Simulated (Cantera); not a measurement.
Input: 1 mol (CH3)2SiCl2, 0.027 mol C2H4, 2.5 mol H2, equilibrated at 0.00430 bar.

These are equilibrium values from Cantera (NASA tables, ideal gas, pure condensed phases), not measurements of a reactor. Candidate condensed phases: C, C6H6, C7H8, C8H18, Si, SiC; 109 gas species. The feed counts by its element totals alone. The tables' values for SiCl, SiCl3 are old estimates; treat these amounts as uncertain. Gases not in the tables: Si2H6 and higher silanes. Kinetics and transport are ignored.

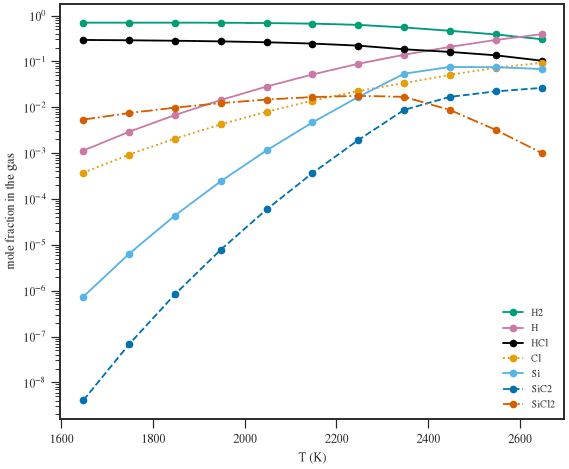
Figure. Equilibrium gas composition (values under 1e-9 drawn at 1e-9)

Read off the mole fractions at 1748 K.

H2 about 0.70, HCl about 0.29, SiCl2 about 0.0075, H about 0.0029, Cl about 0.00093, Si about 6.4e-6, SiC2 about 6.8e-8.
